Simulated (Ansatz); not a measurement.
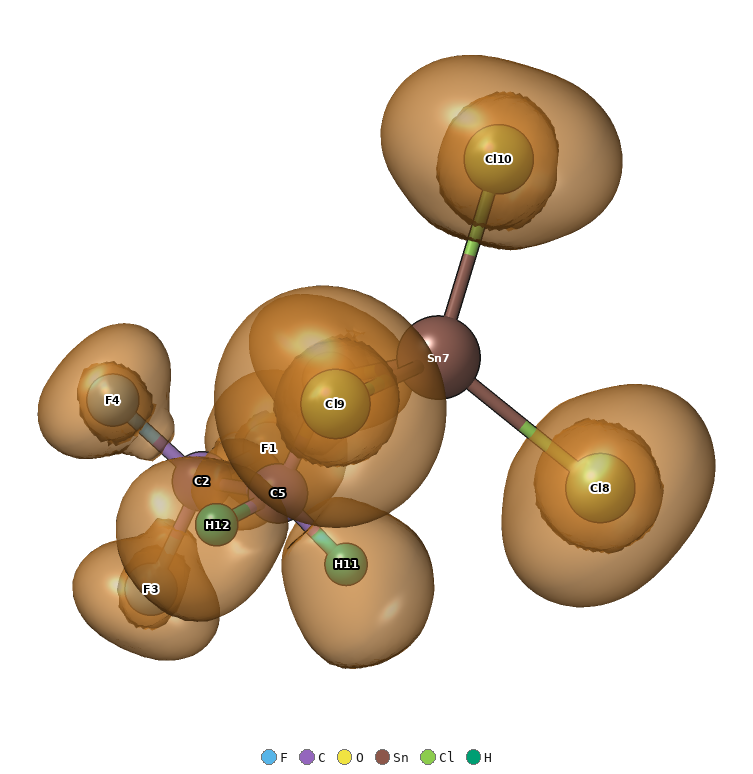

Figure 1: C₂H₂Cl₃F₃OSn (SMILES FC(F)(F)C[O][Sn]([Cl])([Cl])[Cl]). Isosurface of the electron localisation function at 0.75 (orange), seen at an oblique angle. Only the valence region is drawn (cores and ρ < 0.01 e/Å³ removed).

Geometry: PBE0-D4/def2-TZVP; core potentials replace the inner electrons of Sn.

Theory: RKS PBE0-D4/def2-TZVPP in Ansatz.

Input

```
crystal:
  periodic: [false, false, false]
  atoms:
    - {symbol: F, position_ang: [1.536809, -0.920121, -1.952823]}
    - {symbol: C, position_ang: [0.394171, -0.234591, -1.979460]}
    - {symbol: F, position_ang: [-0.397316, -0.789605, -2.907291]}
    - {symbol: F, position_ang: [0.673284, 1.008657, -2.369916]}
    - {symbol: C, position_ang: [-0.313996, -0.262327, -0.640113]}
    - {symbol: O, position_ang: [0.527818, 0.323339, 0.313423]}
    - {symbol: Sn, position_ang: [0.012548, 0.435225, 2.177159]}
    - {symbol: Cl, position_ang: [-0.384573, -1.682520, 2.960283]}
    - {symbol: Cl, position_ang: [-1.915402, 1.664493, 2.341969]}
    - {symbol: Cl, position_ang: [1.740072, 1.430650, 3.273773]}
    - {symbol: H, position_ang: [-0.539937, -1.312266, -0.419385]}
    - {symbol: H, position_ang: [-1.256579, 0.283865, -0.763719]}
basis:
  gaussian: {orbitals: def2-TZVPP}
hamiltonian: {xc: pbe0, dispersion: d4}
output: {orbitals: {seedname: orbitals}}
```

Run with:

```sh
ansatz run in.yaml --threads 4 --pin off --events-out ev --progress --plain --max-ram 66560MiB --backend cuda --devices 0, --max-vram 37GiB
```

What do the ELF domains correspond to?

Answer. The surface consists of one region between bonded C–C atoms (shared pairs), two regions around hydrogen nuclei, three regions on F in which the atom's valence shell and bonds are merged, one region on O in which the atom's valence shell and bonds are merged and three regions wrapped around Cl (the valence shell of each). Along the contacts the grid gives the following. C–F (1.33 Å): the ELF peaks at about 0.85 between the atoms: a polar covalent bond. C–O (1.40 Å): the ELF peaks at about 0.85 between the atoms: a shared but strongly polarised pair.
